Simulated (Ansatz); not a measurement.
Hypothetical R-3 C, carrier doping

Take C (space group R-3, No. 148; a = 6.357 Å, c = 3.873 Å (hexagonal axes); a hypothetical phase, not in the database extracts checked) as the base.

Carriers are added at fixed cell with a uniform background; the Fermi–Dirac width is that of 300 K.

Level of theory: PBE, PAW, 420 eV (Ansatz, a program for electronic structure; scalar-relativistic without spin-orbit coupling).

Notes on the quantities. Fermi level from band edge: Fermi level relative to the doped band's edge (positive inside the band; to 0.05 eV).

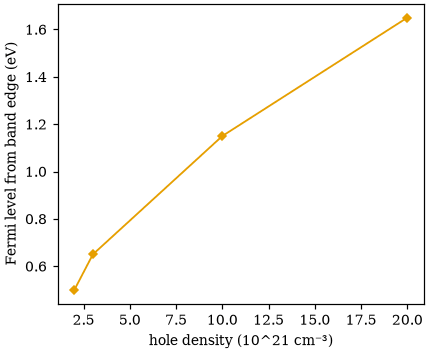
Figure: Fermi level from band edge against hole density

Task: From the plot, what is the Fermi level from band edge for holes 1.0×10^22 cm⁻³?

Result: About 1.15 eV.

Task: Is the trend monotonic over the range shown?

Result: Yes, it rises throughout, spanning +0.50 eV to +1.65 eV.

Carriers are added with a uniform compensating background; total energy and stress of such cells depend on the potential's zero and are not compared; many-body gap narrowing is missing at this level. Whether these cells are dynamically stable was not tested.
